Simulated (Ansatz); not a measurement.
## WSe2, thickness series

Consider WSe₂ in the 2H-MoS2 type structure (space group P6_3/mmc, No. 194; a = 3.2305 Å, c = 12.4113 Å; layered, stacked along the Cartesian z axis).

Free-standing slabs (3 atom(s) a layer) normal to the stacking axis with 15 Å of vacuum; in-plane cell relaxed.

Calculations: plane-wave PAW DFT at the PBEsol-D3(BJ) level (Ansatz, a first-principles code, 420 eV), scalar-relativistic without spin-orbit coupling.

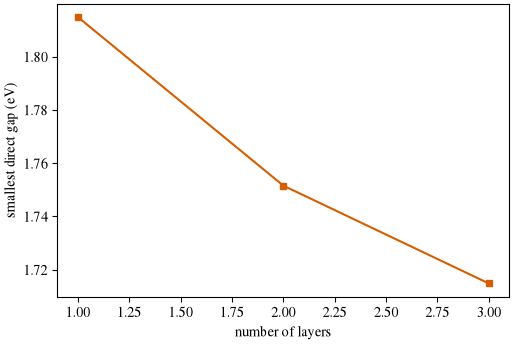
Figure. Smallest direct gap against number of layers

Question: From the plot, what is the smallest direct gap for 3 layers?

Answer: About 1.71 eV.

Question: Is the trend monotonic over the range shown?

Answer: Yes, it falls throughout, spanning 1.71 eV to 1.81 eV.

Spin-orbit coupling, missing from the scalar runs, can matter with W. Whether these cells are dynamically stable was not tested.
